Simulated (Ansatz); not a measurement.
**NH3 (triplet): one geometry, many settings at distance H1–H2 along a hydrogen transfer = 1.121 Å**

Aim: run NH3 (triplet) at one geometry under a spread of methods and options, and see what each costs and gives.

Computed with Ansatz 0.2.0, Gaussian basis. Level: the settings change from run to run.

6 further runs of the same task are left out: 6 that didn't finish.

## 1. What is computed

The geometry derives from fragments relaxed apart (PBE0/def2-TZVP) and kept rigid, so it is no stationary point. A hydrogen atom is moved between rigid fragments.

4 atoms, charge 0, spin multiplicity 3.

Atoms are counted from 1 here; the program's logs count them from 0.

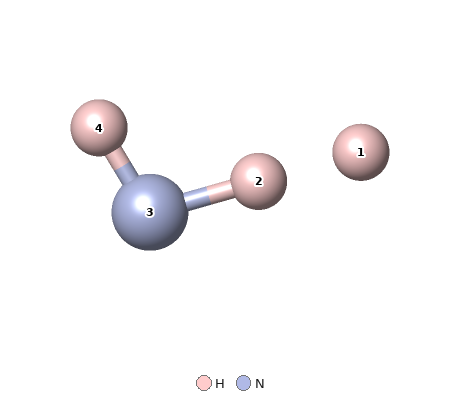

The structure; hydrogen pink, nitrogen light blue; atoms are numbered from 1 in the order of the file.

As a file:

```xyz
4
H3N
H    -2.11972    0.05943    0.00000
H    -0.99872    0.05943    0.00000
N     0.19128    0.05943    0.00000
H     0.46036   -0.94479    0.00000
```

## 2. CCSD(T) on ROHF/6-31G

Contents of in.yaml:

```yaml
crystal:
  periodic: [false, false, false]
  atoms:
    - {symbol: H, position_ang: [-2.119721, 0.059434, 0.000000]}
    - {symbol: H, position_ang: [-0.998721, 0.059434, 0.000000]}
    - {symbol: N, position_ang: [0.191279, 0.059434, 0.000000]}
    - {symbol: H, position_ang: [0.460361, -0.944792, 0.000000]}
basis:
  gaussian: {orbitals: 6-31G}
magnetization: {spin_polarized: false, initial_magnetization: 2}
correlation: {method: ccsd_t, electrons: outside_noble_gas}
scf: {omitted_lower_state_checks: [cluster_reference]}
output: {forces: true}
```

Run with:

```bash
ansatz run in.yaml --threads 1 --pin off --events-out ev --progress --plain --max-ram 2393MiB
```

Log (excerpt; [...] marks lines left out):

```text
Functional definition: HF
  name "HF"
  cite "Fock, Z. Phys. 61, 126 (1930) doi:10.1007/BF01340294"
  parent pbe
[...]
228 factors; integrals over basis functions are off by at most 5.4e-4 eV
[...]
mean field -1523.69958740 eV, -55.9949270363 hartree, gradient 7.8e-6 eV, S^2 2.000000; 0 other end points of the search recorded, 0 dependent functions left out
1 core orbitals not correlated: weight in the atoms' cores, before any rotation towards them, 1.000 or more for the frozen orbitals, at most 0.000 for the correlated occupied ones
reference -1523.69958740 eV, -55.9949270363 hartree; 5, 3 occupied and 9, 11 virtual orbitals, 228 factors
second order -2.63176215 eV of doubles, -0.14854092 eV of singles
cycle   1  -3.08305776 eV  change   -3.0e-1 eV  update   5.3e-2
[...]
cycle  14  -3.31847836 eV  change    2.8e-7 eV  update   4.0e-7
perturbative correction -0.04170519 eV, -0.0015326376 hartree
[...]
Total energy: -1527.05977096 eV, -56.1184115044 hartree
Atom 0 at    -2.119721     0.059434     0.000000 Å, force     0.061140    -0.113844     0.000000 eV/Å
Atom 1 at    -0.998721     0.059434     0.000000 Å, force     0.469320     0.116254    -0.000000 eV/Å
Atom 2 at     0.191279     0.059434     0.000000 Å, force    -0.527959     0.451878    -0.000000 eV/Å
Atom 3 at     0.460361    -0.944792     0.000000 Å, force    -0.002501    -0.454287    -0.000000 eV/Å
Dipole moment:    -0.099602    -0.376619    -0.000000 e Å
Checks for a lower state left out: cluster_reference
```

Wall time 0.48 s (1 thread of Intel Xeon Platinum 8259CL at 2.50GHz, shared host).

From the report: correlation -3.3602 eV; T1 0.039; largest double amplitude 0.07.

## 3. BCCD(T) on UHF/6-31G

Contents of in.yaml:

```yaml
crystal:
  periodic: [false, false, false]
  atoms:
    - {symbol: H, position_ang: [-2.119721, 0.059434, 0.000000]}
    - {symbol: H, position_ang: [-0.998721, 0.059434, 0.000000]}
    - {symbol: N, position_ang: [0.191279, 0.059434, 0.000000]}
    - {symbol: H, position_ang: [0.460361, -0.944792, 0.000000]}
basis:
  gaussian: {orbitals: 6-31G}
magnetization: {spin_polarized: true, initial_magnetization: 2}
correlation: {method: bccd_t, electrons: outside_noble_gas}
scf: {lower_state_search: full}
```

Same command.

Log (excerpt; [...] marks lines left out):

```text
Functional definition: HF
  name "HF"
  cite "Fock, Z. Phys. 61, 126 (1930) doi:10.1007/BF01340294"
  parent pbe
[...]
228 factors; integrals over basis functions are off by at most 5.4e-4 eV
[...]
mean field -1524.09528495 eV, -56.0094686531 hartree, gradient 6.3e-6 eV, S^2 2.061105; 6 other end points of the search recorded, 0 dependent functions left out
determinant -1524.09528495 eV, -56.0094686531 hartree, with singles and doubles -1527.02316546 eV, -56.1170662771 hartree
determinant -1521.60867446 eV, -55.9180874030 hartree, with singles and doubles -1524.53137246 eV, -56.0254945733 hartree
1 core orbitals not correlated: weight in the atoms' cores, before any rotation towards them, 1.000 or more for the frozen orbitals, at most 0.000 for the correlated occupied ones
reference -1524.09528495 eV, -56.0094686531 hartree; 5, 3 occupied and 9, 11 virtual orbitals, 228 factors
second order -2.38619373 eV of doubles, -0.00000000 eV of singles
cycle   1  -2.92277546 eV  change    5.1e-3 eV  update   3.9e-3
[...]
cycle   9  -2.92263414 eV  change    1.1e-6 eV  update   4.9e-6
perturbative correction -0.04256438 eV, -0.0015642120 hartree
Total energy: -1527.06048347 eV, -56.1184376886 hartree
```

Wall time 0.54 s (1 thread of Intel Xeon Platinum 8259CL at 2.50GHz, shared host).

From the report: ⟨S²⟩ of the determinant 2.061 (pure triplet: 2.00); correlation -2.9652 eV; largest double amplitude 0.07.

## 4. BCCD(T) on ROHF/6-31G*

in.yaml, as its differences from that of step 3:

```diff
@@ -8,5 +8,4 @@
 basis:
-  gaussian: {orbitals: 6-31G}
-magnetization: {spin_polarized: true, initial_magnetization: 2}
+  gaussian: {orbitals: "6-31G*"}
+magnetization: {spin_polarized: false, initial_magnetization: 2}
 correlation: {method: bccd_t, electrons: outside_noble_gas}
-scf: {lower_state_search: full}
```

The command is unchanged.

Log (excerpt; [...] marks lines left out):

```text
Functional definition: HF
  name "HF"
  cite "Fock, Z. Phys. 61, 126 (1930) doi:10.1007/BF01340294"
  parent pbe
[...]
232 factors; integrals over basis functions are off by at most 1.0e-3 eV
[...]
mean field -1524.22532557 eV, -56.0142475578 hartree, gradient 2.2e-6 eV, S^2 2.000000; 1 other end points of the search recorded, 0 dependent functions left out
[...]
determinant -1524.22532557 eV, -56.0142475578 hartree, with singles and doubles -1528.97069716 eV, -56.1886367472 hartree
determinant -1521.69229889 eV, -55.9211605441 hartree, with singles and doubles -1526.26244096 eV, -56.0891101675 hartree
1 core orbitals not correlated: weight in the atoms' cores, before any rotation towards them, 1.000 or more for the frozen orbitals, at most 0.000 for the correlated occupied ones
reference -1524.22532557 eV, -56.0142475578 hartree; 5, 3 occupied and 15, 17 virtual orbitals, 232 factors
second order -3.93637942 eV of doubles, -0.18280106 eV of singles
cycle   1  -4.75450483 eV  change   -9.1e-3 eV  update   8.7e-3
[...]
cycle  10  -4.74731062 eV  change    1.3e-6 eV  update   3.8e-6
perturbative correction -0.07591356 eV, -0.0027897718 hartree
Total energy: -1529.04854975 eV, -56.1914977770 hartree
```

It took 0.69 s on 1 thread of Intel Xeon Platinum 8259CL at 2.50GHz, shared host.

From the report: correlation -4.8232 eV; largest double amplitude 0.06.

## 5. The runs in one table

Where basis and cores are those of an earlier FCI/6-31G run (-1527.0755 eV), and the state is the same kind, the miss against it is given.

| level | correlated | functions | energy (eV) | from FCI (meV) | time |
| --- | --- | --- | --- | --- | --- |
| CCSD(T) on ROHF/6-31G | outside noble gas | 15 | -1527.0598 | 15.7 | 0.48 s |
| BCCD(T) on UHF/6-31G | outside noble gas | 15 | -1527.0605 | 15.0 | 0.54 s |
| BCCD(T) on ROHF/6-31G* | outside noble gas | 21 | -1529.0485 |  | 0.69 s |

## 6. Summary of results

```
quantity                           value
    runs                               3
quickest   CCSD(T) on ROHF/6-31G, 0.48 s
 slowest  BCCD(T) on ROHF/6-31G*, 0.69 s
```

In words: Total energies in different bases, with other cores or another treatment of relativity can't be set against each other. The times lie within a factor of two. Among the correlated runs with a miss given, it spans +15 to +16 meV.
